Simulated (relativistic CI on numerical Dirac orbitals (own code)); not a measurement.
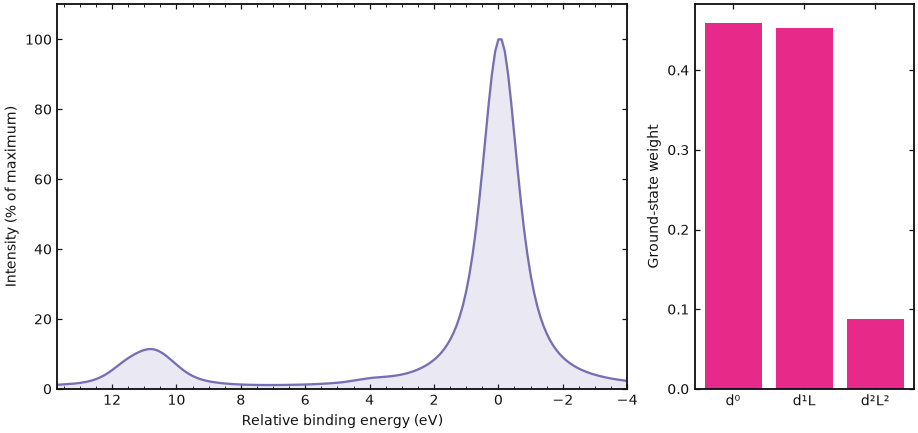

1s photoemission of nominal Ti⁴⁺ (d⁰) with Δ = 3.3, U_dd = 4.8, U_pd = 5.9, 10Dq = 1.15 (ligand 0.6), V(eg) = 2.6, V(t2g) = −1.15 eV, final-state hopping scaled by 1. Charge-transfer multiplet model of a cubic metal–ligand cluster, up to 2 ligand holes (L), atomic integrals computed for Dirac–Coulomb–Breit ions and scaled by 0.9, 300 K, Voigt broadening (Lorentzian 1.1 eV, Gaussian 0.6 eV). Energies are counted from the highest peak in the lower part of the range.

What does the figure show?

Answer. The main maxima lie at 0.0 eV (100) and 10.8 eV (11), heights in % of the largest. The ground state is 46 % d⁰, 45 % d¹L and 9 % d²L², with 0.63 d electrons and S = 0.00.
